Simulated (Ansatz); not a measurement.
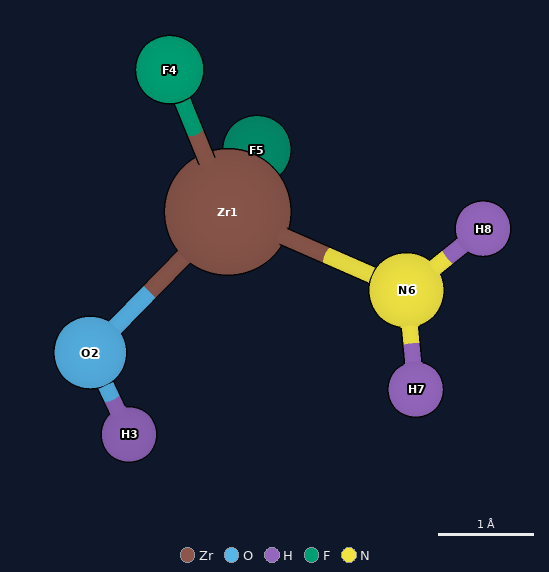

ZrNH$_{3}$OF$_{2}$, before the relaxation. A ball-and-stick model, seen at a tilt.

The run prepares the start of a later molecular dynamics calculation, from a guessed geometry.

All numbers below come from Ansatz 0.2.0, RHF/def2-SVP.

Input
```yaml
crystal:
  periodic: [false, false, false]
  atoms:
    - { symbol: Zr, position_ang: [0.0, 0.0, 0.0] }
    - { symbol: O, position_ang: [0.0, 0.0, 2.07] }
    - { symbol: H, position_ang: [-0.9095, -0.2814, 2.4071] }
    - { symbol: F, position_ang: [1.8671, 0.0, -0.6593] }
    - { symbol: F, position_ang: [-0.9326, 1.6157, -0.6593] }
    - { symbol: "N", position_ang: [-1.0409, -1.8034, -0.7359] }
    - { symbol: H, position_ang: [-1.5759, -2.4197, -0.0595] }
    - { symbol: H, position_ang: [-1.0055, -2.0526, -1.7656] }
basis:
  gaussian: { orbitals: def2-SVP }
hamiltonian:
  xc: hf
relax:
  f_tol: 0.02
  max_steps: 40
```

Run as
```bash
ansatz run input.yaml --threads 1 --pin off --max-ram 2048MiB --backend cpu --events-out ev --progress --plain --runs-dir out
```

> Predict the outcome.

The energy falls by 28.7 kcal/mol in 8 geometry steps. The largest force component goes from 3.1 to 0.015 eV/Å. H3 moves most after the best rigid fit: 0.67 Å. Largest moves by element: H 0.67 Å, O 0.43 Å, F 0.22 Å, Zr 0.14 Å, N 0.10 Å. Some distances before and after: Zr1–N6 2.208 → 2.036 Å, Zr1–O2 2.070 → 1.916 Å, O2–H3 1.010 → 0.940 Å, Zr1–F4 1.980 → 1.924 Å. Bond angles that change, for instance: Zr1–O2–H3 109.5° → 172.9°, H7–N6–H8 120.0° → 108.1°, Zr1–N6–H7 120.0° → 126.1°.

History of the run:

| step | E − E(0), kcal/mol | largest force component, eV/Å |
| --- | --- | --- |
| 0 | 0.00 | 3.0771 |
| 1 | -18.52 | 2.5271 |
| 2 | -24.09 | 1.5633 |
| 3 | -25.30 | 1.2715 |
| 4 | -27.82 | 0.1949 |
| 5 | -28.16 | 0.5824 |
| 6 | -28.60 | 0.1524 |
| 7 | -28.66 | 0.0229 |
| 8 | -28.67 | 0.0149 |

The structure at the end:

```xyz
8

Zr   -0.1191   -0.0709   -0.0070
O    -0.3730   -0.1222    1.8917
H    -0.4399   -0.0471    2.8265
F     1.7442   -0.0449   -0.4868
F    -0.8863    1.4992   -0.8124
N    -1.0037   -1.7313   -0.7864
H    -1.4674   -2.4557   -0.2650
H    -1.0521   -1.9684   -1.7631
```

The end point in the same view:

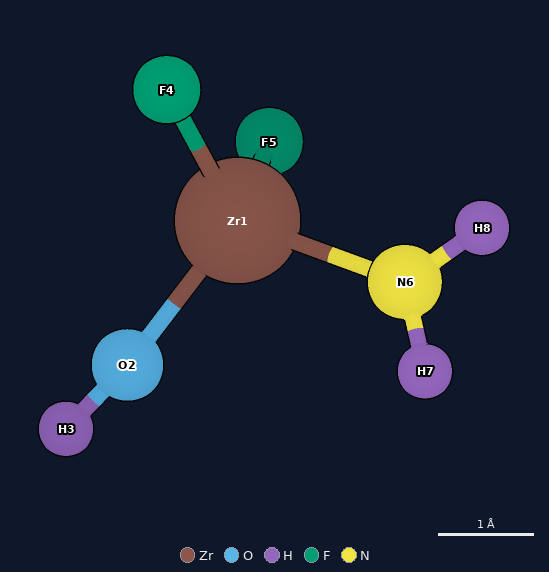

Limits of the set-up: Hartree-Fock leaves out electron correlation.
